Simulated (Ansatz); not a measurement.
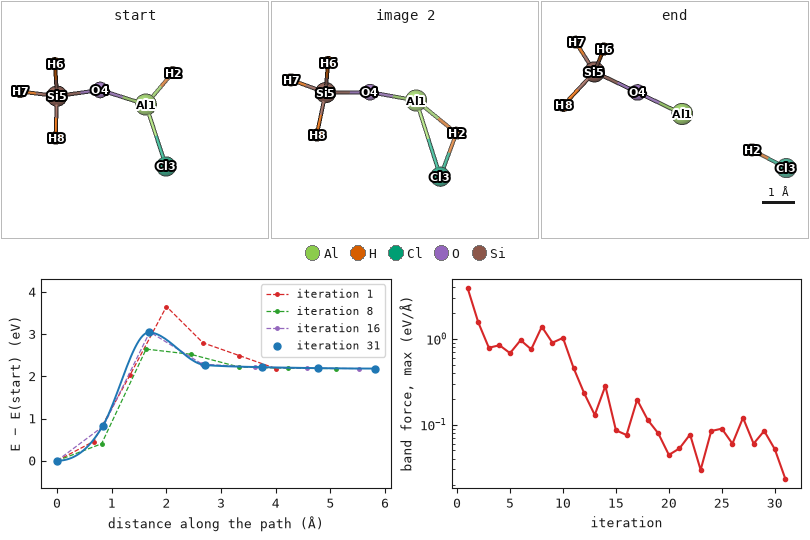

A nudged-elastic-band calculation for AlSiH$_{4}$OCl. Images are numbered from 0 (start) to 6 (end). The plot follows the band through its iterations. Style: ball-and-stick. Shown at a tilt.

These are results of RKS PBE0-D4/6-31G* (Ansatz 0.2.0), not measurements.

Input
```yaml
crystal:
  periodic: [false, false, false]
  atoms:
    - { symbol: Al, position_ang: [0.249412, -0.092764, 0.518575] }
    - { symbol: H, position_ang: [0.676763, 0.274033, 1.98539] }
    - { symbol: Cl, position_ang: [1.601374, 0.156045, -1.068085] }
    - { symbol: O, position_ang: [-1.295499, -0.69007, 0.187954] }
    - { symbol: Si, position_ang: [-2.520551, -1.266952, -0.751292] }
    - { symbol: H, position_ang: [-3.003721, -2.561579, -0.197472] }
    - { symbol: H, position_ang: [-3.64691, -0.293472, -0.758778] }
    - { symbol: H, position_ang: [-2.067168, -1.48554, -2.153991] }
basis:
  gaussian: { orbitals: "6-31G*" }
hamiltonian:
  xc: pbe0
  dispersion: d4
neb:
  order_check: false
  images: 5
  f_tol: 0.05
  max_iterations: 60
  initial_path: linear
  final_atoms:
    - { symbol: Al, position_ang: [-0.17466489, -0.21609905, 0.11544135] }
    - { symbol: H, position_ang: [2.21520235, 0.64077599, 0.8749754] }
    - { symbol: Cl, position_ang: [3.40260736, 1.03381578, 1.23386103] }
    - { symbol: O, position_ang: [-1.67035325, -0.85660854, -0.39732003] }
    - { symbol: Si, position_ang: [-3.10839288, -1.49152199, -0.8987948] }
    - { symbol: H, position_ang: [-3.41601016, -2.7335969, -0.13716759] }
    - { symbol: H, position_ang: [-4.2085227, -0.51221639, -0.6798769] }
    - { symbol: H, position_ang: [-3.04616582, -1.8248479, -2.34881746] }
```

Launched with:
```bash
ansatz run input.yaml --threads 1 --pin off --max-ram 2048MiB --backend cpu --events-out ev --progress --plain --runs-dir out
```

Judge this run.

Answer. The run is converged, with reservations. The band converged in 31 iterations. The largest component of the band force went from 3.9 to 0.023 eV/Å. The climbing image converged on the top of the path. Its curvatures weren't checked. The straight starting path can push atoms close together and costs iterations. The first iteration put the highest image at 3.65 eV. The highest point, image 2, lies 3.04 eV above the start and 0.86 eV above the end; the end is at +2.18 eV relative to the start.

Cost: 8.8 min on 1 thread of Arm Neoverse V1, with other jobs on the host, peak memory 0.19 GiB.
